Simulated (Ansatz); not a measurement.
The relaxed structure here is a generated cell of GaN: the first start was made by placing the elements on the sites of a structure type, and the end was not matched to a known phase here, so it may be hypothetical. Known forms of GaN include space group No. 186, 216.

The end point of a relaxation of GaN. Method: PBEsol (plane waves to 420 eV, PAW, scalar-relativistic; Ansatz, a quantum-chemistry and plane-wave program).

P6₂22 (No. 180), hP6; a = b = 3.125 Å, c = 7.360 Å, α = β = 90.00°, γ = 120.00°.

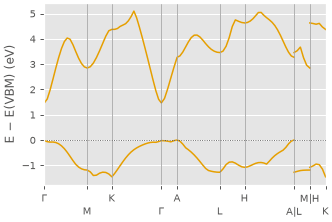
*Highest filled and lowest empty band along the path of this cell's Brillouin zone*

**Question.** Read off the gap and say whether it is direct.

**Answer.** 1.47 eV, direct within 0.03 eV (at Γ) (no spin-orbit coupling).

**Question.** How far does the top valence band disperse along this path?

**Answer.** About 1.5 eV.

No spin polarisation in the result.

The run could not lose the symmetry of its start: the end is stationary, and may be a saddle point rather than a minimum.
